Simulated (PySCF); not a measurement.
**What a change does: NMR shielding calculation on C2H2N2Si**

System: C2H2N2Si.
Method of the first run: GIAO HF/pcSseg-2 NMR shielding, non-relativistic, gas phase (PySCF 2.14.0).

The geometry comes from this level: PBE0-D3(BJ)/def2-SVP. Text and figures count atoms from 1; the logs count them from 0 in places.

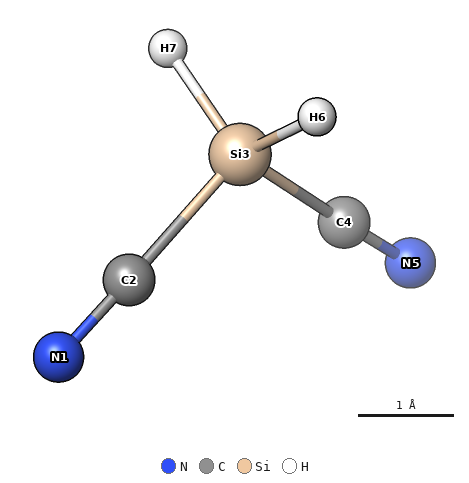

The structure as given in the input (ball-and-stick view, seen at a tilt; atoms are numbered from 1 in the order of the input). Bond lengths as drawn: C–N 1.16 Å, C–Si 1.85 Å and H–Si 1.48 Å.

## The input, the first run
```
{"job": {"kind": "nmr", "xc": "HF", "basis": "pcSseg-2", "pop": false}, "charge": 0, "multiplicity": 1}
N     -2.624699    -0.586983     0.219979
C     -1.550467    -0.157634     0.149552
Si     0.149054     0.565141     0.046084
C      1.316696    -0.836632    -0.260799
N      2.065889    -1.699975    -0.453072
H      0.483955     1.204490     1.340571
H      0.205900     1.504399    -1.099061
```

The first line tells a small driver script what to run in PySCF; the rest is the geometry in Å.

Command:
```bash
OMP_NUM_THREADS=1 python <driver script> task.json out
```

Hardware: 1 CPU thread, shared host.

## Output (the first run)
```
final grid: 67072 points
cycle   1  E = -474.6625145396  dE =  4.812e-01  |g| = 6.421e-01  |ddm| = 2.073e+00
cycle   2  E = -474.7161649810  dE = -5.365e-02  |g| = 6.332e-01  |ddm| = 6.103e-01
cycle   3  E = -474.8011047628  dE = -8.494e-02  |g| = 7.366e-02  |ddm| = 3.131e-01
cycle   4  E = -474.8038006018  dE = -2.696e-03  |g| = 2.257e-02  |ddm| = 1.010e-01
cycle   5  E = -474.8040236271  dE = -2.230e-04  |g| = 5.485e-03  |ddm| = 2.830e-02
cycle   6  E = -474.8040368317  dE = -1.320e-05  |g| = 2.133e-03  |ddm| = 7.951e-03
cycle   7  E = -474.8040381874  dE = -1.356e-06  |g| = 3.949e-04  |ddm| = 2.236e-03
cycle   8  E = -474.8040382335  dE = -4.609e-08  |g| = 1.029e-04  |ddm| = 4.085e-04
cycle   9  E = -474.8040382366  dE = -3.150e-09  |g| = 3.673e-05  |ddm| = 1.165e-04
cycle  10  E = -474.8040382370  dE = -3.266e-10  |g| = 1.358e-05  |ddm| = 2.707e-05
converged SCF energy = -474.8040382370

GIAO shielding tensors (ppm)
atom      isotropic    diamagn.    paramagn.     s11        s22        s33       span
  0 N     -127.096     328.690    -455.786   -337.457   -336.421    292.590    630.047
  1 C       62.622     267.877    -205.255    -54.252    -53.216    295.333    349.585
  2 Si     472.247     873.444    -401.197    460.158    465.172    491.411     31.254
  3 C       62.601     267.861    -205.260    -54.274    -53.230    295.306    349.579
  4 N     -127.248     328.677    -455.924   -337.692   -336.716    292.665    630.358
  5 H       27.403      27.670      -0.266     24.459     25.689     32.062      7.603
  6 H       27.406      27.657      -0.251     24.462     25.694     32.062      7.600
```

The input of the second run differs as follows (lines with − go, lines with + come):
```diff
-"xc": "HF"
+"xc": "BLYP"
```

What does this change do to the results?

The total energies belong to different methods, so their difference says nothing on which is more stable or more accurate. The HOMO goes from −13.36 to −8.84 eV. The LUMO goes from 1.87 to −2.51 eV. The dipole moment goes from 3.97 to 3.65 D. Of all shieldings, the largest change is that of Si3, by −48.9 ppm. The method changes from HF to BLYP. Exact exchange removes part of the self-interaction error of semilocal functionals, which pushes filled and empty levels apart. The SCF takes 14 iterations against 10.

## Output (the second run)
```
coarse grid: 7160 points
cycle   1  E = -476.3468778179  dE =  3.999e-01  |g| = 5.499e-01  |ddm| = 2.159e+00
cycle   2  E = -475.7293389824  dE =  6.175e-01  |g| = 1.657e+00  |ddm| = 1.286e+00
cycle   3  E = -476.3960637144  dE = -6.667e-01  |g| = 3.282e-01  |ddm| = 1.023e+00
cycle   4  E = -476.4193834987  dE = -2.332e-02  |g| = 4.280e-02  |ddm| = 1.835e-01
cycle   5  E = -476.4198819252  dE = -4.984e-04  |g| = 9.555e-03  |ddm| = 4.962e-02
cycle   6  E = -476.4199163562  dE = -3.443e-05  |g| = 2.311e-03  |ddm| = 1.205e-02
cycle   7  E = -476.4199171724  dE = -8.162e-07  |g| = 1.528e-03  |ddm| = 2.089e-03
final grid: 67072 points
cycle   8  E = -476.4400642642  dE = -2.436e-05  |g| = 6.962e-03  |ddm| = 2.453e-02
cycle   9  E = -476.4399568643  dE =  1.074e-04  |g| = 2.320e-02  |ddm| = 1.414e-02
cycle  10  E = -476.4400736479  dE = -1.168e-04  |g| = 2.445e-03  |ddm| = 1.033e-02
cycle  11  E = -476.4400749461  dE = -1.298e-06  |g| = 1.008e-03  |ddm| = 1.950e-03
cycle  12  E = -476.4400751233  dE = -1.772e-07  |g| = 4.357e-04  |ddm| = 5.697e-04
cycle  13  E = -476.4400751653  dE = -4.199e-08  |g| = 5.030e-05  |ddm| = 2.423e-04
cycle  14  E = -476.4400751658  dE = -5.001e-10  |g| = 1.017e-05  |ddm| = 4.550e-05
converged SCF energy = -476.4400751658

GIAO shielding tensors (ppm)
atom      isotropic    diamagn.    paramagn.     s11        s22        s33       span
  0 N     -116.842     329.964    -446.806   -322.647   -321.593    293.712    616.359
  1 C       59.208     262.400    -203.192    -54.255    -53.094    284.973    339.227
  2 Si     423.343     876.864    -453.521    415.446    415.973    438.610     23.164
  3 C       59.200     262.388    -203.188    -54.258    -53.103    284.961    339.219
  4 N     -116.954     329.947    -446.901   -322.867   -321.773    293.777    616.644
  5 H       26.809      27.895      -1.086     23.977     25.299     31.150      7.173
  6 H       26.810      27.882      -1.072     23.980     25.302     31.149      7.169
```

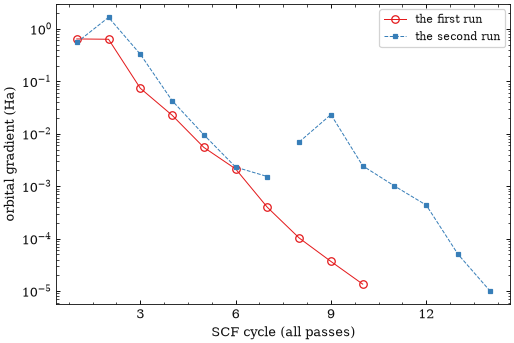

Convergence of the two runs: orbital gradient against the SCF cycle. A break in a curve parts two SCF passes (coarse and final grid). The first run takes 10 cycles in all, and the second run takes 14.

## The two runs side by side

| quantity | the first run | the second run |
| --- | --- | --- |
| outcome | converged | converged |
| total energy (hartree) | −474.804038 | −476.440075 |
| HOMO (eV) | −13.36 | −8.84 |
| LUMO (eV) | 1.87 | −2.51 |
| dipole moment (D) | 3.97 | 3.65 |
| shielding of N1 (ppm) | −127.1 | −116.8 |
| shielding of C2 (ppm) | 62.6 | 59.2 |
| shielding of Si3 (ppm) | 472.2 | 423.3 |
| shielding of C4 (ppm) | 62.6 | 59.2 |
| shielding of N5 (ppm) | −127.2 | −117.0 |
| shielding of H6 (ppm) | 27.4 | 26.8 |
| shielding of H7 (ppm) | 27.4 | 26.8 |
| SCF iterations | 10 | 14 |
| basis functions | 215 | 215 |
| wall time (shared host) | 16 s | 32 s |
